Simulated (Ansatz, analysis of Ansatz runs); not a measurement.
# Can an added hole hop between O atoms in Na2WO4 (Fd-3m)?

Aim: the energy barrier that a trapped hole meets when it moves from one O atom to another one nearby in Na2WO4 (Fd-3m). The model is a cell of 56 host atoms.

Method: plane-wave PAW DFT, PBEsol+U; relaxation of all atoms of a supercell at fixed charge in a uniform background; PAW set soft_1, in Ansatz 0.2.0.

## (1) Set-up

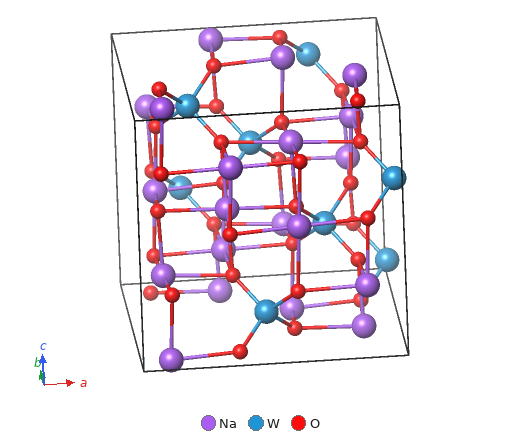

Start, viewed slightly off an axis; sodium purple, tungsten blue, oxygen red. Some periodic images of atoms are drawn too.

The cell holds 56 atoms: 16 Na, 8 W and 32 O. Cell: a = 9.109 Å, b = 9.109 Å, c = 9.109 Å, α = 90.0°, β = 90.0°, γ = 90.0°. It derives from Na2WO4 (space group Fd-3m). Nearest the centre at fractional (0.512, 0.262, 0.375): O53 at 1.61 Å, O35 at 1.61 Å, Na5 at 1.76 Å, W24 at 2.45 Å, W19 at 2.45 Å, O31 at 2.62 Å, O47 at 2.62 Å, Na9 at 2.79 Å.

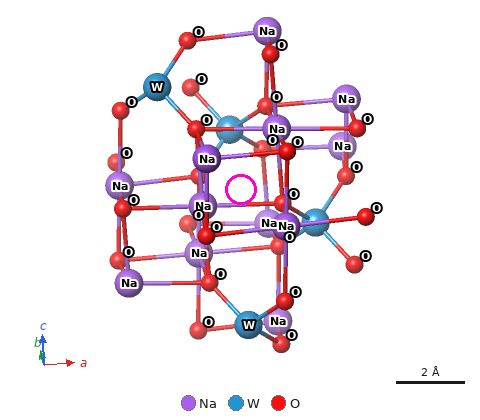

The atoms within 5 Å of the centre. A ring marks the centre wherever it is empty.

Hubbard terms: O p 7.0 eV. They were chosen, not fitted, to curb self-interaction in the shells named, the trial site's among them. The two sites are O53 and O35. The cell's shortest repeat is 9.1 Å.

## (2) The cell without the carrier

The neutral cell is relaxed first, from small random displacements, so that bond lengths and moments with the carrier can be set beside those of a relaxed cell without it.

The input, neutral.relax/input.yaml:

```yaml
crystal:
  lattice:
    - [9.10882359, 0.0, 0.0]
    - [0.0, 9.10882359, 0.0]
    - [0.0, 0.0, 9.10882359]
  atoms:
    - { symbol: Na, position: [0.125, 0.375, 0.375] }
    - { symbol: Na, position: [0.125, 0.875, 0.875] }
    - { symbol: Na, position: [0.625, 0.375, 0.875] }
    - { symbol: Na, position: [0.625, 0.875, 0.375] }
    - { symbol: Na, position: [0.375, 0.125, 0.375] }
    - { symbol: Na, position: [0.375, 0.625, 0.875] }
    - { symbol: Na, position: [0.875, 0.125, 0.875] }
    - { symbol: Na, position: [0.875, 0.625, 0.375] }
    - { symbol: Na, position: [0.375, 0.375, 0.125] }
    - { symbol: Na, position: [0.375, 0.875, 0.625] }
    - { symbol: Na, position: [0.875, 0.375, 0.625] }
    - { symbol: Na, position: [0.875, 0.875, 0.125] }
    - { symbol: Na, position: [0.125, 0.125, 0.125] }
    - { symbol: Na, position: [0.125, 0.625, 0.625] }
    - { symbol: Na, position: [0.625, 0.125, 0.625] }
    - { symbol: Na, position: [0.625, 0.625, 0.125] }
    - { symbol: W, position: [0.25, 0.25, 0.75] }
    - { symbol: W, position: [0.25, 0.75, 0.25] }
    - { symbol: W, position: [0.75, 0.25, 0.25] }
    - { symbol: W, position: [0.75, 0.75, 0.75] }
    - { symbol: W, position: [0.0, 0.0, 0.5] }
    - { symbol: W, position: [0.0, 0.5, 0.0] }
    - { symbol: W, position: [0.5, 0.0, 0.0] }
    - { symbol: W, position: [0.5, 0.5, 0.5] }
    - { symbol: O, position: [0.363276, 0.136724, 0.636724] }
    - { symbol: O, position: [0.363276, 0.636724, 0.136724] }
    - { symbol: O, position: [0.863276, 0.136724, 0.136724] }
    - { symbol: O, position: [0.863276, 0.636724, 0.636724] }
    - { symbol: O, position: [0.136724, 0.363276, 0.636724] }
    - { symbol: O, position: [0.136724, 0.863276, 0.136724] }
    - { symbol: O, position: [0.636724, 0.363276, 0.136724] }
    - { symbol: O, position: [0.636724, 0.863276, 0.636724] }
    - { symbol: O, position: [0.136724, 0.136724, 0.863276] }
    - { symbol: O, position: [0.136724, 0.636724, 0.363276] }
    - { symbol: O, position: [0.636724, 0.136724, 0.363276] }
    - { symbol: O, position: [0.636724, 0.636724, 0.863276] }
    - { symbol: O, position: [0.363276, 0.363276, 0.863276] }
    - { symbol: O, position: [0.363276, 0.863276, 0.363276] }
    - { symbol: O, position: [0.863276, 0.363276, 0.363276] }
    - { symbol: O, position: [0.863276, 0.863276, 0.863276] }
    - { symbol: O, position: [0.386724, 0.113276, 0.113276] }
    - { symbol: O, position: [0.386724, 0.613276, 0.613276] }
    - { symbol: O, position: [0.886724, 0.113276, 0.613276] }
    - { symbol: O, position: [0.886724, 0.613276, 0.113276] }
    - { symbol: O, position: [0.113276, 0.386724, 0.113276] }
    - { symbol: O, position: [0.113276, 0.886724, 0.613276] }
    - { symbol: O, position: [0.613276, 0.386724, 0.613276] }
    - { symbol: O, position: [0.613276, 0.886724, 0.113276] }
    - { symbol: O, position: [0.113276, 0.113276, 0.386724] }
    - { symbol: O, position: [0.113276, 0.613276, 0.886724] }
    - { symbol: O, position: [0.613276, 0.113276, 0.886724] }
    - { symbol: O, position: [0.613276, 0.613276, 0.386724] }
    - { symbol: O, position: [0.386724, 0.386724, 0.386724] }
    - { symbol: O, position: [0.386724, 0.886724, 0.886724] }
    - { symbol: O, position: [0.886724, 0.386724, 0.886724] }
    - { symbol: O, position: [0.886724, 0.886724, 0.386724] }
basis:
  ecutwfc: 420
  xc_grid: 2
hamiltonian:
  xc: pbesol
  hubbard:
    sites: [{ species: O, l: p, u_eff: 7.0 }]
    projectors: ortho-atomic
  pseudopotentials: { kind: paw, azcp: { folder: soft_1 }, xc_functional: pbe }
kpoints:
  mp_grid: { grid: [1, 1, 1] }
scf:
  occupations: { method: fermi_dirac, width: 0.01 }
  max_iter: 120
  lower_state_search: "off"
output:
  forces: true
relax:
  f_tol: 0.02
  max_steps: 70
  random_displacement: { amplitude: 0.04, seed: 5355 }
checkpoint:
  write: "../neutral.relax.run"
  compress: false
  write_wavefunctions: true
  write_every: 100000
```

The run is started by

```bash
> ansatz run input.yaml --threads 8 --pin off --max-ram 18841MiB --backend cpu --events-out ev --progress --plain --runs-dir out
```

Numbers of over 12 decimals in the logs are rounded to 6 here.

The program printed:

```text
[... repeated set-up lines and file paths are left out, and long positions are rounded to six places ...]
Engine: ansatz 0.2.0, aarch64-unknown-linux-gnu
Pseudopotentials: kind: paw
Pseudopotential: Na, paw, valence charge 9, recommended cutoff 420 eV (normal), soft_1/Na.paw.azcp
Pseudopotential: W, paw, valence charge 14, recommended cutoff 420 eV (normal), soft_1/W.paw.azcp
Pseudopotential: O, paw, valence charge 6, recommended cutoff 420 eV (normal), soft_1/O.paw.azcp
Functional definition: PBEsol
  exchange = pbesol_x
  correlation = pbesol_c
Crystal: 56 atoms, lattice volume = 755.765 Å³
Basis set: ecut = 420 eV, 14771 PW (Γ), exchange–correlation on 128×128×128 points (8 copies of the dense FFT grid, shifted against one another)
Bands: 280, of which v1, the nominal top of the filled ones, is band 224 counted from 1 (223 counted from 0)
Symmetry: 1 space group operations
k-points: 1
Non-local potential: Na, projectors of the file, l = 0: 3, l = 1: 2, l = 2: 1
Non-local potential: W, projectors of the file, l = 0: 3, l = 1: 2, l = 2: 2, l = 3: 1
Non-local potential: O, projectors of the file, l = 0: 2, l = 1: 2, l = 2: 1
PAW form: soft (Blöchl's): semilocal exchange-correlation on the pseudo side does not see the compensation charge
PAW frozen core: Na, regenerated for the run's functional, and the local potential with it (the file was generated under x = pbe(κ = 0.804, μ = 0.219515), c = pbe(β = 0.066725))
PAW frozen core: W, regenerated for the run's functional, and the local potential with it (the file was generated under x = pbe(κ = 0.804, μ = 0.219515), c = pbe(β = 0.066725))
[...]
atom  19  W      0.01409171     0.00098786     0.00572151
  [... 4 atoms left out ...]
  atom  24  W      0.00233749    -0.00368189    -0.00479755
  atom  25  O     -0.00192060     0.00359805     0.00065735
  [... 5 atoms left out ...]
  atom  31  O     -0.00544440     0.00153558    -0.00130581
  [... 3 atoms left out ...]
  atom  35  O      0.00185428     0.00051379    -0.00396737
  [... 11 atoms left out ...]
  atom  47  O     -0.00129671     0.00425144    -0.00372980
[...]
atom  53  O      0.00697116     0.00540090     0.00640226
[...]
max |Σ_I F_I| component: 8.39e-5 eV/Å
--- Band table (eV) ---
  k-point 0: bands = ["-70.2475", "-70.2374", "-70.2373", "-70.2366", [... 272 left out ...] "14.1659", "14.1662", "14.2653", "14.4394"]
Occupation matrices written to <dir>
--- Relaxed structure (4 steps of the walk, 4 accepted, 0 SCFs on fresh bases) ---
  F+E_penalty+E_count = -123567.90350041 eV   max|allowed force component| = 1.409e-2 eV/Å
  atoms:
    - { symbol: Na, position: [0.124922, 0.375587, 0.375163] }
    - { symbol: Na, position: [0.124986, 0.875433, 0.875339] }
[...]
- { symbol: Na, position: [0.374975, 0.125660, 0.375173] }
[...]
- { symbol: Na, position: [0.374755, 0.375511, 0.124942] }
[...]
- { symbol: Na, position: [0.625020, 0.125589, 0.624900] }
[...]
- { symbol: W, position: [0.749863, 0.250487, 0.250032] }
[...]
- { symbol: W, position: [0.499850, 0.500373, 0.499962] }
    - { symbol: O, position: [0.362435, 0.137938, 0.637620] }
[...]
- { symbol: O, position: [0.637353, 0.363028, 0.137409] }
    [... 3 atoms left out ...]
    - { symbol: O, position: [0.637293, 0.137958, 0.362652] }
    [... 11 atoms left out ...]
    - { symbol: O, position: [0.612365, 0.387799, 0.612602] }
    [... 5 atoms left out ...]
    - { symbol: O, position: [0.387231, 0.387828, 0.387372] }
    [... 3 atoms left out ...]
[key lines of the parts left out:]
SCF converged after 4 iterations
Free energy (F): -123567.903500 eV
Fermi energy:    5.221778 eV
```

It took 10 s on 8 threads of Arm Neoverse V2, shared host; peak memory 1 GiB; 70 s of CPU time.

The largest displacement from an ideal site is 0.013 Å.

(Part 1 of 3 ends here.)

[Logs are printed without paths, hosts, clocks, repeated set-up lines and the standing remarks that a program may print on its own settings, such as how far it seeks lower states.]

[Hosts, paths, dates, database ids (printed as entryN), source tags and the programs' standing remarks are cut or masked in the printed files.]
